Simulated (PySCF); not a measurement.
## Electronic structure of C₅H₇NS₂ (SMILES N#CC1SCCCS1) in real space

Input

```
{"job": {"kind": "uv", "xc": "PBE0", "basis": "def2-SVPD", "nstates": 6, "ntriplets": 2}, "charge": 0, "multiplicity": 1}
N      2.439858     0.908843    -1.374348
C      2.115901     0.267512    -0.483695
C      1.608843    -0.510061     0.602986
S      0.585157    -1.888820    -0.041186
C     -0.697792    -0.898450    -0.879078
C     -1.461817    -0.003335     0.085630
C     -0.614070     1.141760     0.619703
S      0.685745     0.568262     1.764070
H      2.413777    -0.967170     1.179887
H     -0.215894    -0.317025    -1.667392
H     -1.359203    -1.637123    -1.329638
H     -2.317859     0.421986    -0.445463
H     -1.837055    -0.600160     0.920636
H     -1.217243     1.826278     1.214470
H     -0.132761     1.695492    -0.188493
```

Run with:

```sh
OMP_NUM_THREADS=1 python probes_run.py task.json out
```

Geometry: GFN2-xTB.

Level of theory: PBE0/def2-SVPD, SCF density, gas phase in PySCF 2.14.0.

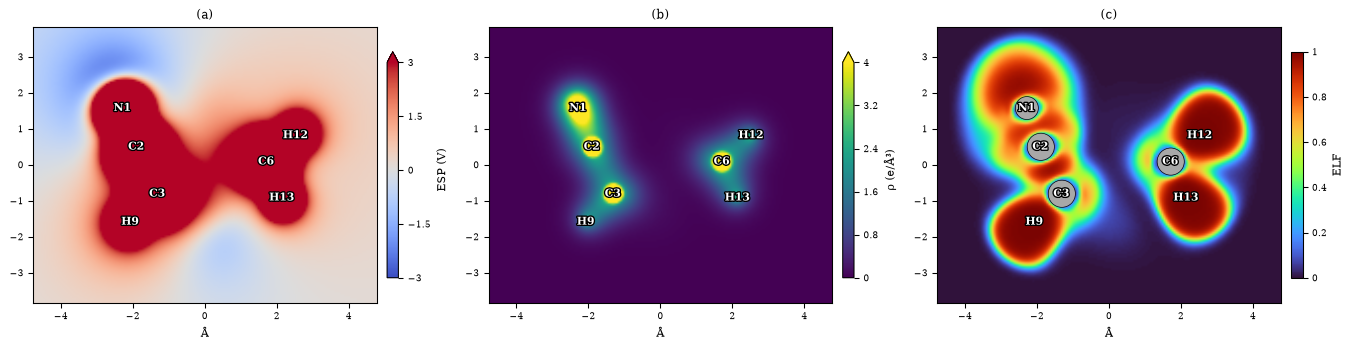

Figure 1. (a) molecular electrostatic potential; (b) total electron density; (c) electron localisation function on the plane of atoms C2, C3 and H9. Grey discs cover the atomic cores in the ELF map.

**Describe what can be read from this map.**

Atoms in the plane: N, C and H. C–N (1.14 Å): the density is about 3.6 e/Å³ at the midpoint; the ELF peaks at about 0.85 between the atoms; a multiple bond. C–C (1.43 Å): the density is about 1.9 e/Å³ at the midpoint; the ELF peaks at about 0.95 between the atoms, as expected for a covalent bond. C–H (1.09 Å): the density is about 2 e/Å³ at the midpoint; the ELF climbs to about 1 towards the hydrogen, as it does in any bond to H; an ordinary covalent bond to hydrogen. The ELF also peaks beside N1, away from the bonds: lone-pair regions. Outside the dense part of the molecule the potential is most negative (−2.1 V) near N1.

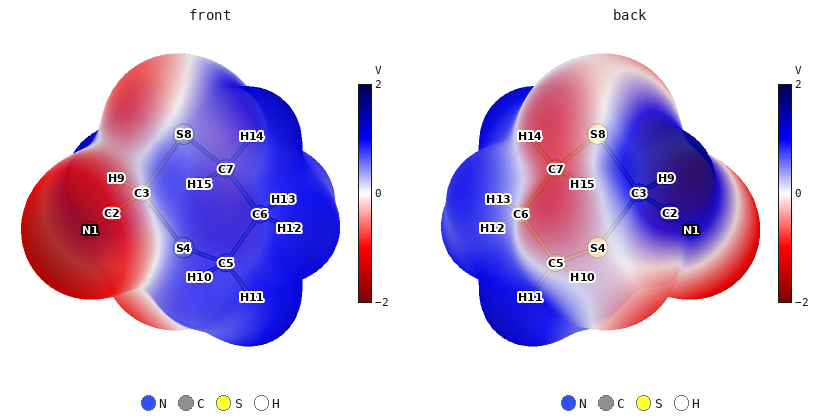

Figure 2. The electrostatic potential painted on the density surface at 0.002 e/bohr³, seen from the front and from behind; red is negative and blue positive.

**Where is the surface potential most negative and most positive?**

The most negative region (about −1.7 V) lies over N1, the most positive (about +1.7 V) over H9. N1 is the likeliest acceptor of a hydrogen bond.

**How polar is the molecule by this calculation?**

Its dipole moment is 3.20 D.
